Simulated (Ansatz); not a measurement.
In doubt: masses and optical values from hybrid runs of this build are listed as unsure (in some of the runs), which bears on the screening that GW takes from such a start.

Germanium (Fd-3m, 2 atoms a cell), computed twice by G0W0.

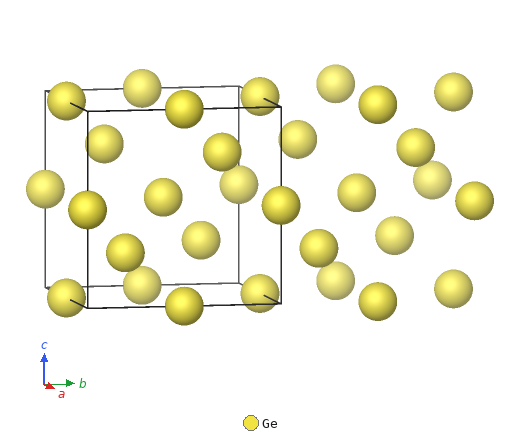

The structure (germanium yellow). 1×2×1 conventional cells are drawn. Some periodic images of atoms are drawn too.

It takes space group Fd-3m (No. 227, cubic). Conventional cell: a = 5.658 Å, b = 5.658 Å, c = 5.658 Å, α = 90.00°, β = 90.00°, γ = 90.00°. Ge has 4 Ge at 2.45 Å nearest.

```
Ge
1.0
     0.00000    2.82891    2.82891
     2.82891    0.00000    2.82891
     2.82891    2.82891    0.00000
Ge
2
Direct
  0.00000 0.00000 0.00000
  0.25000 0.25000 0.25000
```

The cell and positions come from the Crystallography Open Database and are kept as given unless a step says otherwise.

The first (Ansatz 0.2.0; start r2SCAN, 6×6×6 mesh, 102 empty bands, screening to 100 eV, hard PAW files; 1 × NVIDIA H100 80GB HBM3 (shared by 3 runs) with 4 threads of AMD EPYC 7R13 (Zen 3), shared host) gave, on its mesh: starting gap 0.44 eV, G0W0 gap 0.80 eV, RPA ε∞ (mean) 92.03, 16 s.

The second changes start from r2SCAN to HSE06 and files from hard PAW to PAW set soft_1. What does it give?

It gave: starting gap 0.81 eV, G0W0 gap 0.95 eV, RPA ε∞ (mean) 27.50, 21 s. The G0W0 gap moves by +0.15 eV, +0.37 eV from the start and −0.22 eV from the correction.

Limits: not at the basis limit; mesh may overstate the screening; screening runs away on this mesh; no spin-orbit coupling; coarse k mesh.

[Paths, hosts, dates, memory and timing lines, banners, echoed tables and standing remarks are left out of the program output.]

[Logs are printed without paths, hosts, clocks, repeated set-up lines and the standing remarks that a program may print on its own settings, such as how far it seeks lower states.]

[Runs of the session that timed out or met a known fault of the program may be left out.]

[Cells called generated may have been cut or substituted from an entry of the Crystallography Open Database or the Materials Project.]

[Hosts, paths, dates, database ids (printed as entryN), source tags and the programs' standing remarks are cut or masked in the printed files.]
